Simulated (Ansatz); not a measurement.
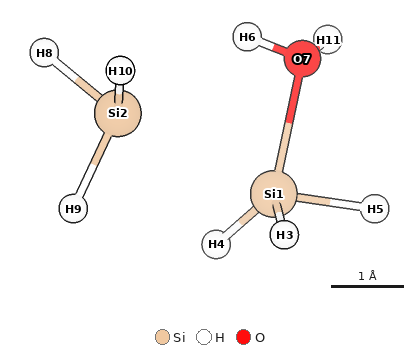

Figure 1. The input geometry (ball-and-stick view, seen at a tilt; atoms are numbered from 1 in the order of the input). Bond lengths as drawn: H–O 0.84 to 0.97 Å, H–Si 1.48 to 1.55 Å and O–Si 1.98 Å.

Geometry relaxation, with input and output: Si2H8O (part 1 of 2)

System: Si2H8O.
Method: RKS PBE0-D4/def2-TZVP (Ansatz 0.2.0).

The geometry is a transition state displaced along its imaginary mode. The reaction was set up to form Si1–O7 and Si2–H6 and to break Si1–Si2 and H6–O7 (atoms counted from 1 in the order of the input); sticks are drawn by distance alone. Figures and captions count atoms from 1; the log counts them from 0 in places.

## The program's output
```
Functional definition: PBE0
  name "PBE0"
  cite "Adamo & Barone, J. Chem. Phys. 110, 6158 (1999) doi:10.1063/1.478522"
  cite "Perdew, Burke & Ernzerhof, Phys. Rev. Lett. 77, 3865 (1996) doi:10.1103/PhysRevLett.77.3865"
  parent pbe
  parameter a = 0.25
  parameter kappa = 0.804
  parameter beta = 0.06672455060314922
  exchange = (1 - a)*pbe_x(kappa = kappa, mu = beta*pi^2/3) + a*exact_x
  correlation = pbe_c(beta = beta)
1039 factors; their error is unknown
mean field evaluation 1: about -17918.7803 eV, gradient 4.6e1 eV
mean field evaluation 2: about -17916.2285 eV, gradient 6.1e1 eV
mean field evaluation 4: about -17922.2600 eV, gradient 1.3e0 eV
mean field evaluation 8: about -17922.3318 eV, gradient 3.2e-1 eV
mean field evaluation 16: about -17922.3319 eV, gradient 1.3e-5 eV
mean field -17922.33193044 eV, -658.6335502506 hartree, gradient 1.3e-5 eV, S^2 0.000000; 0 other end points of the search recorded, 0 dependent functions left out
the calculation of the forces begins
reference -17922.33196501 eV, -658.6335515210 hartree; 22, 22 occupied and 131, 131 virtual orbitals, 1039 factors
relax step   1: F+E_penalty+E_count = -17922.50171372 eV  Δ(F+E_penalty+E_count) = +0.000e0 eV  max|allowed force component| = 7.860e0 eV/Å  Δτ_max = 0.0000 Å  (25 SCF iters, accepted)
these checks for a lower state are left out or cut short: starts, cluster_reference, orbital_swaps, neighbouring_geometries, increment
1039 factors; their error is unknown
mean field -17923.18114242 eV, -658.6647582154 hartree, gradient 1.4e-5 eV, S^2 0.000000; 0 other end points of the search recorded, 0 dependent functions left out
[... from here on the field's lines of each further geometry are left out, up to the last ...]
relax step   2: F+E_penalty+E_count = -17923.34926010 eV  Δ(F+E_penalty+E_count) = -8.475e-1 eV  max|allowed force component| = 7.655e-1 eV/Å  Δτ_max = 0.1943 Å  (27 SCF iters, accepted)
relax step   3: F+E_penalty+E_count = -17923.55642052 eV  Δ(F+E_penalty+E_count) = -2.072e-1 eV  max|allowed force component| = 8.137e-1 eV/Å  Δτ_max = 0.1998 Å  (28 SCF iters, accepted)
relax step   4: F+E_penalty+E_count = -17923.87509034 eV  Δ(F+E_penalty+E_count) = -3.187e-1 eV  max|allowed force component| = 1.180e0 eV/Å  Δτ_max = 0.1959 Å  (27 SCF iters, accepted)
relax step   5: F+E_penalty+E_count = -17924.24023741 eV  Δ(F+E_penalty+E_count) = -3.651e-1 eV  max|allowed force component| = 8.004e-1 eV/Å  Δτ_max = 0.1973 Å  (26 SCF iters, accepted)
relax step   6: F+E_penalty+E_count = -17924.54217956 eV  Δ(F+E_penalty+E_count) = -3.019e-1 eV  max|allowed force component| = 8.213e-1 eV/Å  Δτ_max = 0.1986 Å  (28 SCF iters, accepted)
relax step   7: F+E_penalty+E_count = -17924.72361249 eV  Δ(F+E_penalty+E_count) = -1.814e-1 eV  max|allowed force component| = 5.412e-1 eV/Å  Δτ_max = 0.1996 Å  (27 SCF iters, accepted)
relax step   8: F+E_penalty+E_count = -17924.76644668 eV  Δ(F+E_penalty+E_count) = -4.283e-2 eV  max|allowed force component| = 1.366e-1 eV/Å  Δτ_max = 0.1999 Å  (27 SCF iters, accepted)
relax step   9: F+E_penalty+E_count = -17924.77484408 eV  Δ(F+E_penalty+E_count) = -8.397e-3 eV  max|allowed force component| = 1.509e-1 eV/Å  Δτ_max = 0.2000 Å  (27 SCF iters, accepted)
relax step  10: F+E_penalty+E_count = -17924.78277507 eV  Δ(F+E_penalty+E_count) = -7.931e-3 eV  max|allowed force component| = 5.903e-2 eV/Å  Δτ_max = 0.0794 Å  (28 SCF iters, accepted)
relax step  11: F+E_penalty+E_count = -17924.78455288 eV  Δ(F+E_penalty+E_count) = -1.778e-3 eV  max|allowed force component| = 1.238e-1 eV/Å  Δτ_max = 0.1096 Å  (28 SCF iters, accepted)
relax step  12: F+E_penalty+E_count = -17924.78599202 eV  Δ(F+E_penalty+E_count) = -1.439e-3 eV  max|allowed force component| = 1.126e-2 eV/Å  Δτ_max = 0.0437 Å  (28 SCF iters, accepted)
relax step  13: F+E_penalty+E_count = -17924.78539438 eV  Δ(F+E_penalty+E_count) = +5.976e-4 eV  max|allowed force component| = 2.804e-1 eV/Å  Δτ_max = 0.0833 Å  (28 SCF iters, rejected (line search))
relax step  14: F+E_penalty+E_count = -17924.78673379 eV  Δ(F+E_penalty+E_count) = -7.418e-4 eV  max|allowed force component| = 1.240e-2 eV/Å  Δτ_max = 0.0414 Å  (28 SCF iters, accepted)
relax step  15: F+E_penalty+E_count = -17924.78663329 eV  Δ(F+E_penalty+E_count) = +1.005e-4 eV  max|allowed force component| = 2.735e-1 eV/Å  Δτ_max = 0.0976 Å  (28 SCF iters, rejected (line search))
relax step  16: F+E_penalty+E_count = -17924.78742818 eV  Δ(F+E_penalty+E_count) = -6.944e-4 eV  max|allowed force component| = 5.605e-2 eV/Å  Δτ_max = 0.0476 Å  (28 SCF iters, accepted)
relax step  17: F+E_penalty+E_count = -17924.78820628 eV  Δ(F+E_penalty+E_count) = -7.781e-4 eV  max|allowed force component| = 7.941e-2 eV/Å  Δτ_max = 0.0488 Å  (28 SCF iters, accepted)
relax step  18: F+E_penalty+E_count = -17924.78832584 eV  Δ(F+E_penalty+E_count) = -1.196e-4 eV  max|allowed force component| = 1.835e-1 eV/Å  Δτ_max = 0.0732 Å  (28 SCF iters, accepted)
relax step  19: F+E_penalty+E_count = -17924.78742987 eV  Δ(F+E_penalty+E_count) = +8.960e-4 eV  max|allowed force component| = 3.371e-1 eV/Å  Δτ_max = 0.0818 Å  (28 SCF iters, rejected (line search))
relax step  20: F+E_penalty+E_count = -17924.79045678 eV  Δ(F+E_penalty+E_count) = -2.131e-3 eV  max|allowed force component| = 1.025e-1 eV/Å  Δτ_max = 0.0409 Å  (28 SCF iters, accepted)
relax step  21: F+E_penalty+E_count = -17924.79214412 eV  Δ(F+E_penalty+E_count) = -1.687e-3 eV  max|allowed force component| = 2.269e-2 eV/Å  Δτ_max = 0.0542 Å  (28 SCF iters, accepted)
relax step  22: F+E_penalty+E_count = -17924.79422406 eV  Δ(F+E_penalty+E_count) = -2.080e-3 eV  max|allowed force component| = 5.301e-2 eV/Å  Δτ_max = 0.0823 Å  (27 SCF iters, accepted)
relax step  23: F+E_penalty+E_count = -17924.79572050 eV  Δ(F+E_penalty+E_count) = -1.496e-3 eV  max|allowed force component| = 1.548e-1 eV/Å  Δτ_max = 0.1234 Å  (28 SCF iters, accepted)
relax step  24: F+E_penalty+E_count = -17924.79764614 eV  Δ(F+E_penalty+E_count) = -1.926e-3 eV  max|allowed force component| = 1.268e-1 eV/Å  Δτ_max = 0.0457 Å  (28 SCF iters, accepted)
relax step  25: F+E_penalty+E_count = -17924.80001244 eV  Δ(F+E_penalty+E_count) = -2.366e-3 eV  max|allowed force component| = 5.042e-1 eV/Å  Δτ_max = 0.1248 Å  (27 SCF iters, accepted)
relax step  26: F+E_penalty+E_count = -17924.80237240 eV  Δ(F+E_penalty+E_count) = -2.360e-3 eV  max|allowed force component| = 1.806e-1 eV/Å  Δτ_max = 0.0316 Å  (28 SCF iters, accepted)
relax step  27: F+E_penalty+E_count = -17924.80420453 eV  Δ(F+E_penalty+E_count) = -1.832e-3 eV  max|allowed force component| = 7.496e-3 eV/Å  Δτ_max = 0.0544 Å  (28 SCF iters, accepted)
relax step  28: F+E_penalty+E_count = -17924.80498451 eV  Δ(F+E_penalty+E_count) = -7.800e-4 eV  max|allowed force component| = 2.025e-1 eV/Å  Δτ_max = 0.1029 Å  (27 SCF iters, accepted)
relax step  29: F+E_penalty+E_count = -17924.80546531 eV  Δ(F+E_penalty+E_count) = -4.808e-4 eV  max|allowed force component| = 1.413e-1 eV/Å  Δτ_max = 0.0350 Å  (28 SCF iters, accepted)
relax step  30: F+E_penalty+E_count = -17924.80589776 eV  Δ(F+E_penalty+E_count) = -4.325e-4 eV  max|allowed force component| = 9.360e-2 eV/Å  Δτ_max = 0.0417 Å  (28 SCF iters, accepted)
relax step  31: F+E_penalty+E_count = -17924.80645309 eV  Δ(F+E_penalty+E_count) = -5.553e-4 eV  max|allowed force component| = 1.143e-2 eV/Å  Δτ_max = 0.0352 Å  (28 SCF iters, accepted)
relax step  32: F+E_penalty+E_count = -17924.80621890 eV  Δ(F+E_penalty+E_count) = +2.342e-4 eV  max|allowed force component| = 5.459e-2 eV/Å  Δτ_max = 0.0188 Å  (29 SCF iters, rejected (line search))
relax step  33: F+E_penalty+E_count = -17924.80654805 eV  Δ(F+E_penalty+E_count) = -9.496e-5 eV  max|allowed force component| = 4.782e-3 eV/Å  Δτ_max = 0.0094 Å  (29 SCF iters, accepted)
relax step  34: F+E_penalty+E_count = -17924.80516280 eV  Δ(F+E_penalty+E_count) = +1.385e-3 eV  max|allowed force component| = 2.765e-1 eV/Å  Δτ_max = 0.0979 Å  (27 SCF iters, rejected (line search))
relax step  35: F+E_penalty+E_count = -17924.80679100 eV  Δ(F+E_penalty+E_count) = -2.429e-4 eV  max|allowed force component| = 1.282e-2 eV/Å  Δτ_max = 0.0356 Å  (28 SCF iters, accepted)
relax step  36: F+E_penalty+E_count = -17924.80672563 eV  Δ(F+E_penalty+E_count) = +6.537e-5 eV  max|allowed force component| = 1.071e-1 eV/Å  Δτ_max = 0.0488 Å  (28 SCF iters, rejected (line search))
relax step  37: F+E_penalty+E_count = -17924.80642442 eV  Δ(F+E_penalty+E_count) = +3.666e-4 eV  max|allowed force component| = 5.824e-2 eV/Å  Δτ_max = 0.0244 Å  (28 SCF iters, rejected (line search))
relax step  38: F+E_penalty+E_count = -17924.80687407 eV  Δ(F+E_penalty+E_count) = -8.307e-5 eV  max|allowed force component| = 5.925e-3 eV/Å  Δτ_max = 0.0119 Å  (29 SCF iters, accepted)
relax step  39: F+E_penalty+E_count = -17924.80699545 eV  Δ(F+E_penalty+E_count) = -1.214e-4 eV  max|allowed force component| = 1.746e-2 eV/Å  Δτ_max = 0.0244 Å  (28 SCF iters, accepted)
relax step  40: F+E_penalty+E_count = -17924.80703121 eV  Δ(F+E_penalty+E_count) = -3.576e-5 eV  max|allowed force component| = 7.549e-2 eV/Å  Δτ_max = 0.0366 Å  (28 SCF iters, accepted)
relax step  41: F+E_penalty+E_count = -17924.80716829 eV  Δ(F+E_penalty+E_count) = -1.371e-4 eV  max|allowed force component| = 2.844e-2 eV/Å  Δτ_max = 0.0034 Å  (22 SCF iters, accepted)
relax step  42: F+E_penalty+E_count = -17924.80725740 eV  Δ(F+E_penalty+E_count) = -8.911e-5 eV  max|allowed force component| = 1.205e-3 eV/Å  Δτ_max = 0.0139 Å  (29 SCF iters, accepted)
relax step  43: F+E_penalty+E_count = -17924.80730737 eV  Δ(F+E_penalty+E_count) = -4.997e-5 eV  max|allowed force component| = 6.119e-2 eV/Å  Δτ_max = 0.0503 Å  (28 SCF iters, accepted)
relax step  44: F+E_penalty+E_count = -17924.80723199 eV  Δ(F+E_penalty+E_count) = +7.537e-5 eV  max|allowed force component| = 7.382e-2 eV/Å  Δτ_max = 0.0301 Å  (28 SCF iters, rejected (line search))
relax step  45: F+E_penalty+E_count = -17924.80742149 eV  Δ(F+E_penalty+E_count) = -1.141e-4 eV  max|allowed force component| = 1.214e-2 eV/Å  Δτ_max = 0.0045 Å  (30 SCF iters, accepted)
relax step  46: F+E_penalty+E_count = -17924.80745891 eV  Δ(F+E_penalty+E_count) = -3.742e-5 eV  max|allowed force component| = 8.165e-4 eV/Å  Δτ_max = 0.0094 Å  (29 SCF iters, accepted)
relax step  47: F+E_penalty+E_count = -17924.80745364 eV  Δ(F+E_penalty+E_count) = +5.271e-6 eV  max|allowed force component| = 5.110e-2 eV/Å  Δτ_max = 0.0348 Å  (28 SCF iters, rejected (line search))
relax step  48: F+E_penalty+E_count = -17924.80749513 eV  Δ(F+E_penalty+E_count) = -3.622e-5 eV  max|allowed force component| = 9.661e-3 eV/Å  Δτ_max = 0.0173 Å  (29 SCF iters, accepted)
relax step  49: F+E_penalty+E_count = -17924.80749411 eV  Δ(F+E_penalty+E_count) = +1.021e-6 eV  max|allowed force component| = 3.918e-2 eV/Å  Δτ_max = 0.0263 Å  (28 SCF iters, rejected (line search))
relax step  50: F+E_penalty+E_count = -17924.80751669 eV  Δ(F+E_penalty+E_count) = -2.156e-5 eV  max|allowed force component| = 1.166e-2 eV/Å  Δτ_max = 0.0128 Å  (29 SCF iters, accepted)
relax step  51: F+E_penalty+E_count = -17924.80743932 eV  Δ(F+E_penalty+E_count) = +7.738e-5 eV  max|allowed force component| = 5.433e-2 eV/Å  Δτ_max = 0.0349 Å  (28 SCF iters, rejected (line search))
relax step  52: F+E_penalty+E_count = -17924.80753867 eV  Δ(F+E_penalty+E_count) = -2.198e-5 eV  max|allowed force component| = 1.349e-2 eV/Å  Δτ_max = 0.0173 Å  (29 SCF iters, accepted)
relax step  53: F+E_penalty+E_count = -17924.80751662 eV  Δ(F+E_penalty+E_count) = +2.205e-5 eV  max|allowed force component| = 1.841e-2 eV/Å  Δτ_max = 0.0174 Å  (29 SCF iters, rejected (line search))
relax step  54: F+E_penalty+E_count = -17924.80754901 eV  Δ(F+E_penalty+E_count) = -1.033e-5 eV  max|allowed force component| = 5.117e-3 eV/Å  Δτ_max = 0.0085 Å  (29 SCF iters, accepted)
the calculation of the forces begins
reference -17924.64537879 eV, -658.7185679095 hartree; 22, 22 occupied and 131, 131 virtual orbitals, 1039 factors
relax step  55: F+E_penalty+E_count = -17924.80755938 eV  Δ(F+E_penalty+E_count) = -1.037e-5 eV  max|allowed force component| = 4.215e-3 eV/Å  Δτ_max = 0.0097 Å  (29 SCF iters, accepted)
```

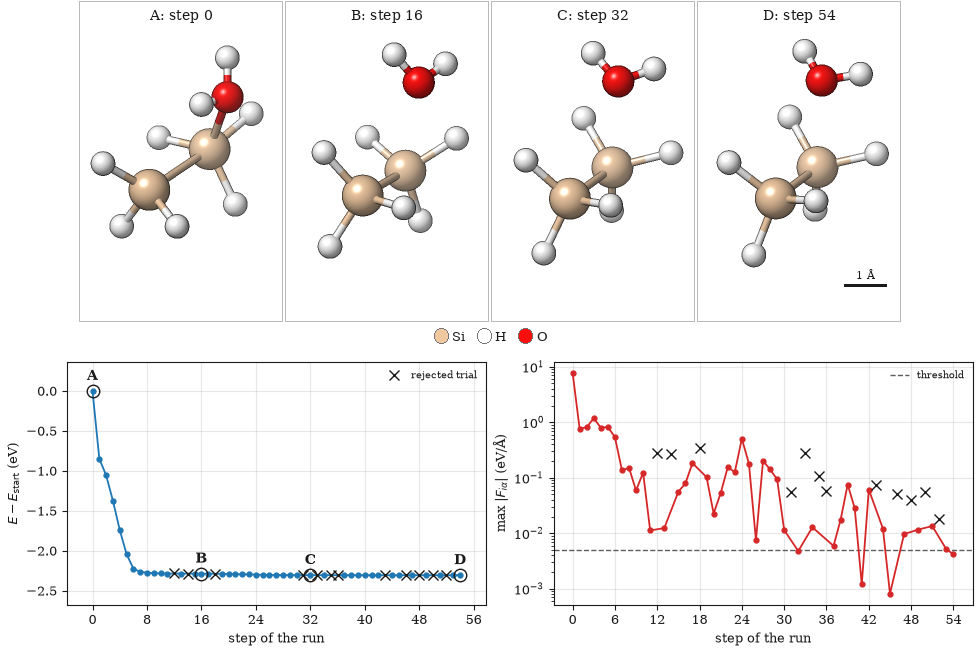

Figure 2. Frames of the relaxation (ball-and-stick view, seen at a tilt) above the curves, on which the letters mark them (the first geometry is step 0 here and step 1 in the log).

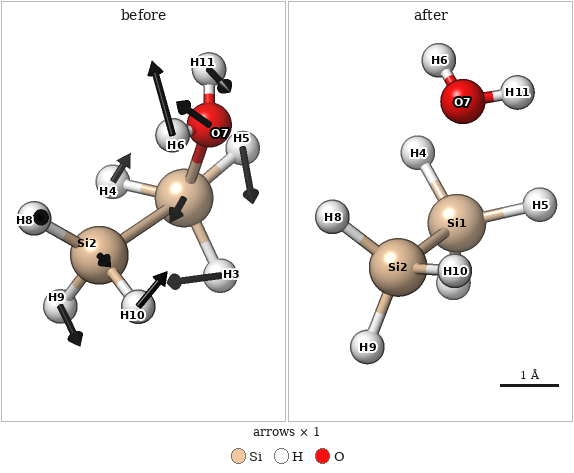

Figure 3. Before (left) and after (right) the relaxation, at one scale (ball-and-stick view, seen at a tilt). The black arrows give the displacements, at true length. H3 moves most after the best rigid fit: 1.54 Å. By element the largest moves are H 1.54 Å, O 0.95 Å, Si 0.55 Å. Distances before and after: Si1–O7 1.976 → 3.125 Å, Si1–Si2 2.627 → 2.343 Å, H6–O7 0.836 → 0.960 Å, Si1–H5 1.546 → 1.489 Å. Bonds break: Si1–O7 (1.98 → 3.13 Å). Among the angles that change: Si2–Si1–H5 162.2° → 111.3°, Si2–Si1–H3 86.1° → 111.2°, Si2–Si1–H4 89.3° → 111.4°. After 54 geometry steps the energy has fallen by 2.306 eV. The largest force component goes from 7.9 to 0.0042 eV/Å. The line search rejected the trial steps at points 12, 14, 18, 31, 33, 35, 36, 43 and more (counted from 0) and went back. (Atoms are counted from 1 in the order of the input.)
